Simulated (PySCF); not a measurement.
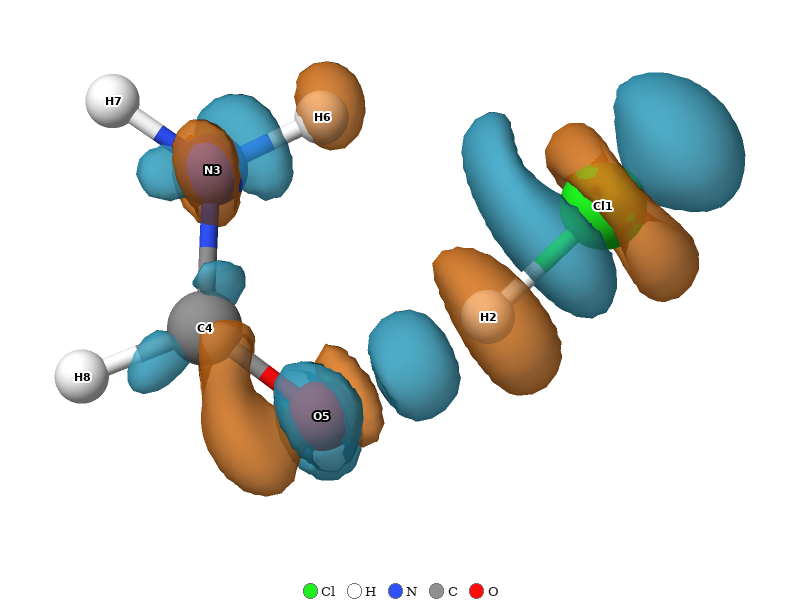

CH4ClNO, SMILES `Cl.NC=O`. Density of the complex less the densities of the two fragments at the same geometry, ±0.015 e/Å³ (light blue: gain, orange: loss). Fragment A: HCl (atoms 1–2); fragment B: H3CNO.

PySCF calculation, BP86/def2-SVPD, gas phase; geometry: GFN2-xTB. GFN2-xTB bond lengths at metals and heavier atoms can be off by up to 0.1 Å and shapes distorted, which carries into these values.

Input script:

```python
import numpy as np
from pyscf import gto, scf, dft
from pyscf.scf import atom_ks, atom_hf
from scipy.linalg import block_diag
from pyscf.dispersion import dftd3

def solve(mol, dm0=None, hcore=None):
    mf = (dft.UKS if mol.spin else dft.RKS)(mol, xc='bp86')
    mf.grids.level = 3
    mf = mf.density_fit(auxbasis='def2-universal-jkfit')
    mf.conv_tol, mf.max_cycle = 1e-8, 80
    if hcore is not None:
        mf.get_hcore = lambda *args: hcore
    mf.kernel(dm0)
    if not mf.converged:
        mf = mf.newton().run(mf.mo_coeff, mf.mo_occ, max_cycle=30)
    assert mf.converged, 'SCF not converged'
    return mf

mol = gto.M(atom='''
Cl    -1.79499    -0.08529     0.00000
H     -0.66854     0.62969     0.00000
N      1.32961    -1.04435     0.00000
C      1.65589     0.24493     0.00000
O      0.85457     1.16093     0.00000
H      0.34541    -1.28843     0.00000
H      2.01918    -1.77440     0.00000
H      2.73950     0.43655     0.00000
''', basis='def2-svpd', charge=0, spin=0, verbose=4)
mol_a = gto.M(atom='''
Cl    -1.79499    -0.08529     0.00000
H     -0.66854     0.62969     0.00000
ghost-N      1.32961    -1.04435     0.00000
ghost-C      1.65589     0.24493     0.00000
ghost-O      0.85457     1.16093     0.00000
ghost-H      0.34541    -1.28843     0.00000
ghost-H      2.01918    -1.77440     0.00000
ghost-H      2.73950     0.43655     0.00000
''', basis='def2-svpd', charge=0, spin=0, verbose=4)
mol_b = gto.M(atom='''
ghost-Cl    -1.79499    -0.08529     0.00000
ghost-H     -0.66854     0.62969     0.00000
N      1.32961    -1.04435     0.00000
C      1.65589     0.24493     0.00000
O      0.85457     1.16093     0.00000
H      0.34541    -1.28843     0.00000
H      2.01918    -1.77440     0.00000
H      2.73950     0.43655     0.00000
''', basis='def2-svpd', charge=0, spin=0, verbose=4)
ab, a, b = solve(mol), solve(mol_a), solve(mol_b)
e_int = ab.e_tot - a.e_tot - b.e_tot
print('counterpoise-corrected interaction energy / kcal/mol', e_int * 627.5095)
def disp(atoms, charge):
    m = gto.M(atom=atoms, charge=charge, basis='sto-3g', spin=None, unit='Bohr', verbose=0)
    return dftd3.DFTD3Dispersion(m, xc='bp86', version='d3bj').get_dispersion()['energy']
e_disp = disp(mol._atom, mol.charge) - disp(mol._atom[:2], mol_a.charge) - disp(mol._atom[2:], mol_b.charge)
print('D3(BJ) part / kcal/mol', e_disp * 627.5095)
# spherically averaged free atoms, for the promolecule
atm = atom_ks.get_atm_nrks(mol, xc='bp86')
pro = block_diag(*[(atm[a[0]][2] * atm[a[0]][3]) @ atm[a[0]][2].T for a in mol._atom])
np.savez('result.npz', e_int=e_int, e_disp=e_disp, dm_a=a.make_rdm1(), dm_b=b.make_rdm1(), c=ab.mo_coeff, occ=ab.mo_occ, eps=ab.mo_energy, pro=pro, d=[f.dip_moment(verbose=0) for f in (ab, a, b)])
```

Command:

```sh
OMP_NUM_THREADS=1 python input.py
```

The run took 27 s on 1 thread of Arm Neoverse V2, with other jobs on the host, peak memory 0.46 GiB.

Partitions, critical points and surface values were worked out afterwards from this run's density.

Question: Which way does charge flow?

Answer: Hirshfeld charges show 0.072 e passing from B to A. By Hirshfeld charges, electrons gather most on Cl1 (−0.100 e) and leave H2 most (+0.028 e); 0.23 e is displaced in all, which induces a dipole of 1.66 D.

Question: What is the interaction energy, and which contacts carry it?

Answer: The counterpoise-corrected interaction energy of the frozen fragments is −9.4 kcal/mol without dispersion correction and −11.7 kcal/mol with D3(BJ). The pair geometry is semi-empirical, not a minimum at this level. Contacts: H2···O5, hydrogen bond, 1.61 Å, ρ = 0.060 a.u.; Cl1···H6, hydrogen bond, 2.46 Å, ρ = 0.016 a.u. The pose is a local one from a semi-empirical search, not shown to be the most stable.
